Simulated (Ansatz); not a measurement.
The Ansatz input:

```
crystal:
  lattice:
    - [-1.8246206748, 1.8246206748, 9.4313382333]
    - [1.8246206748, -1.8246206748, 9.4313382333]
    - [1.8246206748, 1.8246206748, -9.4313382333]
  atoms:
    - { symbol: La, position: [0.4024750268, 0.4024750268, 0.0] }
    - { symbol: La, position: [0.5975249732, 0.5975249732, 0.0] }
    - { symbol: Ge, position: [0.75, 0.25, 0.5] }
    - { symbol: Ge, position: [0.25, 0.75, 0.5] }
    - { symbol: W, position: [0.0, 0.0, 0.0] }
basis:
  ecutwfc: 420
kpoints:
  mp_grid: { grid: [14, 14, 14] }
  band_path:
    path:
      - [[0.0, 0.0, 0.0], [0.0, 0.0, 0.5], [0.25, 0.25, 0.25], [0.0, 0.5, 0.0], [0.0, 0.0, 0.0], [0.5, 0.5, -0.5], [0.25935704, 0.74064296, -0.25935704]]
      - [[-0.25935704, 0.25935704, 0.25935704], [0.0, 0.0, 0.0]]
      - [[0.0, 0.0, 0.5], [-0.01871408, 0.01871408, 0.5]]
      - [[0.5, 0.5, -0.01871408], [0.5, 0.5, -0.5]]
    npoints: 14
hamiltonian:
  xc: pbe
scf:
  occupations: { method: gaussian, width: 0.1 }
  n_extra_bands: 12
output:
  forces: true
  stress: true
  eigenvalues: true
  populations: true
  dos: { projected: true, de: 0.02, nscf_kmesh: { grid: [17, 17, 17] } }
  bader: true
  write_density: true
  write_potential: true
  elf: true
  volumetric_format: npy
```

Launched with:
```bash
ansatz run input.yaml --threads 1 --pin off --max-ram 2560MiB --backend cpu --events-out ev --progress --plain --runs-dir out
```

What Bader charges does it give?

The Bader charges are La +0.96 e, Ge −0.37 e and W −1.19 e. Summed over the cell, La gives up most (1.9 e) and W takes most (1.2 e). W has the largest basins, 30.5 Å³ on average, and Ge the smallest, 22.4 Å³.

The structure is an invented one, so it need not be a known or stable phase. Spin-orbit coupling is left out, which matters for W.

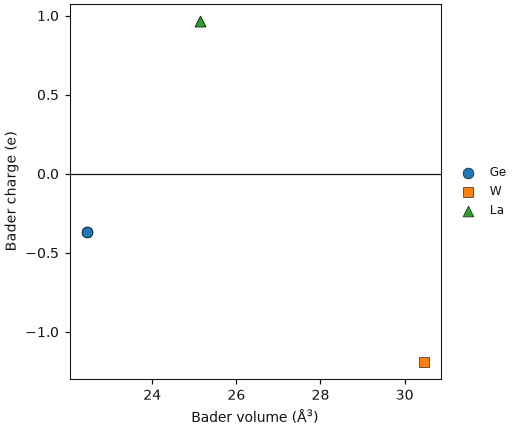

Bader charges of the atoms (positive: electrons lost), against the volumes of their basins.
